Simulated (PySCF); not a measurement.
# CeH12O6 (Ce(H2O)64+): the cost of one run

The runs use PySCF 2.14.0; PBE, Ce lcecp-2-SVP with ECP46, O def2-SVP, H def2-SVP; scalar-relativistic core potentials, no spin–orbit coupling.

3 further runs of the same task are left out: 2 for a known fault of the program, 1 that didn't finish.

### 1 Starting geometry

19 atoms, charge 4, spin multiplicity 1.

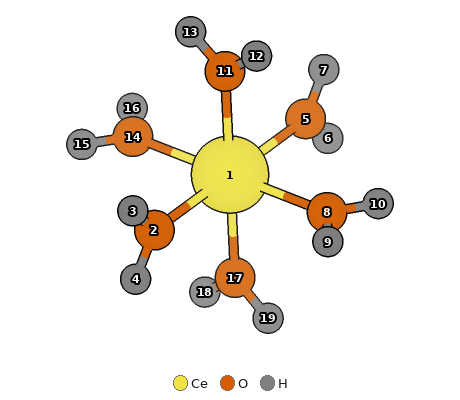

The geometry (cerium yellow, oxygen orange, hydrogen grey); atoms are numbered from 1 in the order of the file.

As a file:

```tsv
atom	x (Å)	y (Å)	z (Å)
Ce1	0.0000	0.0000	0.0000
O2	0.0000	0.0000	2.3485
H3	0.0075	0.7811	2.9748
H4	-0.0075	-0.7811	2.9748
O5	0.0000	0.0000	-2.3485
H6	0.0075	-0.7811	-2.9748
H7	-0.0075	0.7811	-2.9748
O8	2.3483	0.0000	0.0000
H9	2.9747	-0.0114	0.7815
H10	2.9747	0.0114	-0.7815
O11	0.0000	2.3485	0.0000
H12	0.7807	2.9747	-0.0205
H13	-0.7807	2.9747	0.0205
O14	-2.3483	0.0000	0.0000
H15	-2.9747	0.0114	0.7815
H16	-2.9747	-0.0114	-0.7815
O17	0.0000	-2.3485	0.0000
H18	-0.7807	-2.9747	-0.0205
H19	0.7807	-2.9747	0.0205
```

Formal oxidation states: Ce +4. The 4f shell is empty and lies in the core potential. An earlier session relaxed this geometry at PBE, Ce lcecp-2-SVP with ECP46, O def2-SVP, H def2-SVP (singlet, point group T).

Its energy there is -494.730656 Eh.

### 2 Atoms moved at random, σ = 0.1 Å

run.py (the lines that set the calculation)

```python
mol = gto.M(atom='''
Ce     0.04127    -0.03023     0.03943
O     -0.11745     0.02695     2.37238
H      0.03970     0.78205     2.73585
H     -0.11785    -0.80969     2.92237
O      0.14853     0.15755    -2.20530
H      0.00854    -0.66117    -2.84590
H      0.20679     0.70541    -2.91874
O      2.36915    -0.04628     0.32043
H      2.98420     0.03889     0.72038
H      2.95673     0.13971    -0.73977
O     -0.00355     2.48998    -0.03313
H      0.72197     3.02301    -0.11248
H     -0.64655     2.74471     0.04531
O     -2.35028    -0.00341     0.13580
H     -3.17551    -0.07791     0.57107
H     -3.11486    -0.04932    -0.81105
O      0.03412    -2.36239     0.02364
H     -0.71906    -3.03784    -0.10947
H      0.73410    -3.03000    -0.11082''',
    basis={'Ce': 'lcecp-2-SVP', 'O': 'def2-SVP', 'H': 'def2-SVP'},
    ecp={'Ce': 'lcecp-2-SVP'},
    charge=4, spin=0)
mf = dft.RKS(mol, xc='PBE')
mf.grids.atom_grid = (50, 194)  # f atoms: unpruned, at least (60, 302)
mf = mf.density_fit()  # fitting sets: Ce AutoAux, O def2-universal-JKFIT, H def2-universal-JKFIT
mf.conv_tol = 1e-08; mf.max_cycle = 55
mf.kernel(dm0)  # dm0: the density of the relaxed state
```

Command:

```bash
OMP_NUM_THREADS=4 python run.py
```

**Question.** How long does this run take on 4 threads of Intel Xeon, shared host?

About 17 s.
